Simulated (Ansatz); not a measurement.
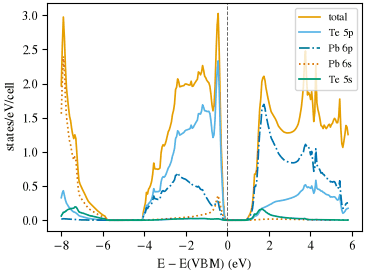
Figure. Total and projected density of states of TePb (rock salt, space group No. 225), PBE in the plane-wave PAW code Ansatz

**Question.** Which orbitals carry the states next to the gap?

**Answer.** Top 1 eV of the valence band: Te 5p 77 %, Pb 6p 11 %, Pb 6s 9 %. Bottom 1 eV of the conduction band: Pb 6p 78 %, Te 5s 9 %, Te 5p 9 %. Projections are on Löwdin-orthogonalised atomic valence shells; empty p or d shells of many metals are not among them.

**Question.** Where is the tallest occupied peak in this window, and what makes it?

**Answer.** Near -0.4 eV, about 3.0 states/eV per cell; the largest projected share is Te 5p.

Space group Fm-3m (rock salt). Symmetry was held in the PBE relaxation. Scalar-relativistic: spin–orbit coupling is off unless named, which matters more the heavier the elements.

Potentials: the later of the program's two PAW sets.
